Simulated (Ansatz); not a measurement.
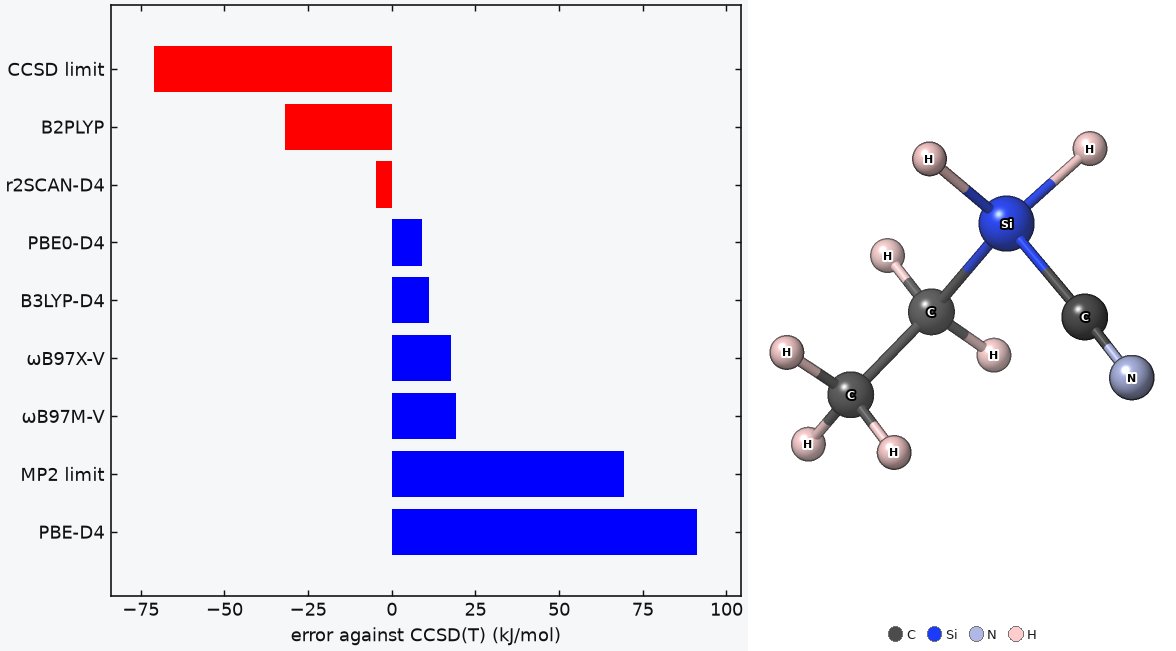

Error in the electronic atomisation energy (method less reference, so positive means overbinding) of C₃H₇NSi, SMILES CC[SiH2]C#N: functionals in def2-TZVPP against frozen-core CCSD(T) at the limit (MP2 extrapolated from triple and quadruple zeta, plus CCSD(T) less MP2 in a smaller set), which gives 4725.5 kJ/mol, at a PBE0-D4/def2-TZVP geometry (no frequency check), no zero-point or spin-orbit term, the Ansatz code 0.2.0. The reference leaves out core correlation, a term that grows with the number of heavy atoms. B2PLYP holds a correlation term that converges slowly with the basis, so part of the distance to the limit is basis error. No dispersion term is added to B2PLYP. Limit means the basis limit.

### What range do the values span?

From −71.0 kJ/mol (CCSD limit) to 91.3 kJ/mol (PBE-D4).

### Which of these levels overbind, and which underbind?

Overbind: MP2 limit and PBE-D4. Underbind: CCSD limit and B2PLYP. Within 25 kJ/mol of zero, too close to call in view of what the reference leaves out: r2SCAN-D4, PBE0-D4, B3LYP-D4, ωB97X-V and ωB97M-V.

Caveats, for all or some of the runs: one conformer of a flexible molecule.
